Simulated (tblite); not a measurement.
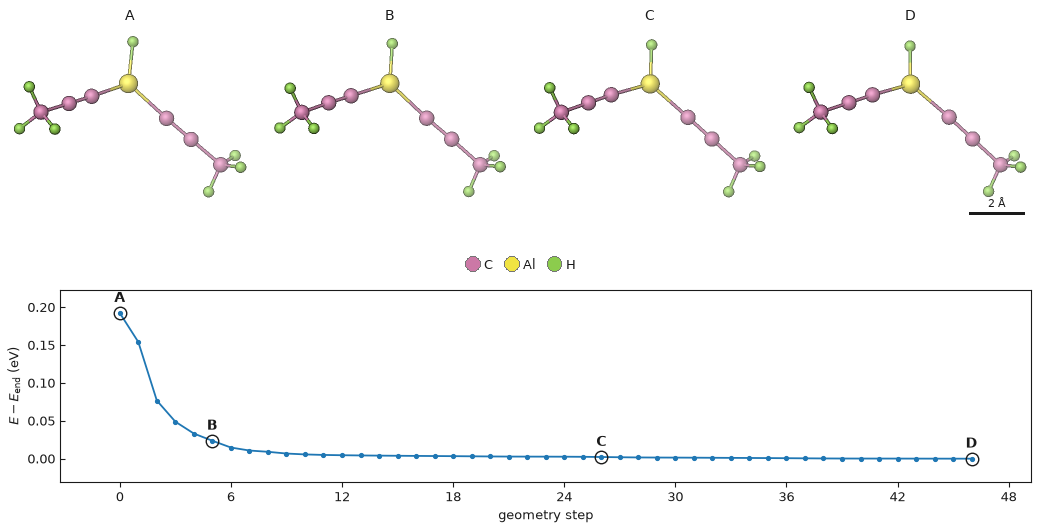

Frames of a relaxation of C6H7Al, marked on the history of the run. Style: ball-and-stick. Shown from a free direction.

The calculation used tblite, GFN2-xTB geometry optimisation, gas phase. 

**What happens along the run?**

An H atom moves most after the best rigid fit: 0.20 Å. By element the largest moves are H 0.20 Å, Al 0.15 Å, C 0.11 Å. Near-neighbour distances that change, for instance: Al–H 1.607 → 1.546 Å, C–C 1.476 → 1.447 Å, C–H 1.115 → 1.090 Å, Al–C 1.958 → 1.939 Å. Among the angles between lasting bonds that change: C–Al–C 119.6° → 125.8°, C–C–H 105.7° → 110.0°, H–C–H 112.0° → 108.9°. After 46 geometry steps the energy has fallen by 0.192 eV. From step 0 to 5: the Al atom moves most (0.09 Å), energy −0.169 eV. From step 5 to 26: C and H atoms move most (0.06 Å), energy −0.021 eV. From step 26 to 46: an H atom moves most (0.09 Å), energy −0.002 eV.

| step | E − E(0), eV |
| --- | --- |
| 0 | 0.0000 |
| 1 | -0.0382 |
| 2 | -0.1155 |
| 3 | -0.1434 |
| 4 | -0.1591 |
| 5 | -0.1686 |
| 6 | -0.1775 |
| 7 | -0.1815 |
| 8 | -0.1832 |
| 9 | -0.1855 |
| 10 | -0.1866 |
| 12 | -0.1877 |
| 14 | -0.1882 |
| 16 | -0.1886 |
| 18 | -0.1889 |
| 19 | -0.1891 |
| 21 | -0.1895 |
| 23 | -0.1896 |
| 25 | -0.1898 |
| 27 | -0.1904 |
| 29 | -0.1908 |
| 31 | -0.1909 |
| 33 | -0.1912 |
| 35 | -0.1915 |
| 37 | -0.1918 |
| 38 | -0.1920 |
| 40 | -0.1921 |
| 42 | -0.1921 |
| 44 | -0.1922 |
| 46 | -0.1923 |
